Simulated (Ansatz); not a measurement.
Take SiO$_{2}$ in the rutile structure (space group P4_2/mnm, No. 136; a = 4.2361 Å, c = 2.6904 Å) as the base. Axes: x, y, z lie along a, b, c of the conventional cell.

One thing is altered: the cell is stretched by 1.80 % along z with no lateral relaxation, atoms relaxed at fixed cell.

Calculations: PBE in Ansatz (plane waves to 420 eV, PAW, spin-orbit coupling left out).

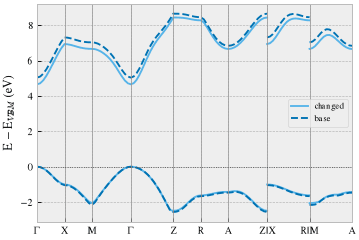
Fig. 1. Highest valence and lowest conduction band along the path, each from its own valence-band maximum

**Question.** From the figure, how large is the changed gap, and is it direct?

**Answer.** About 4.7 eV, direct at Γ.

The cells carry an imposed strain or load. Stability against distortions was not tested.

Ansatz is an electronic-structure program.
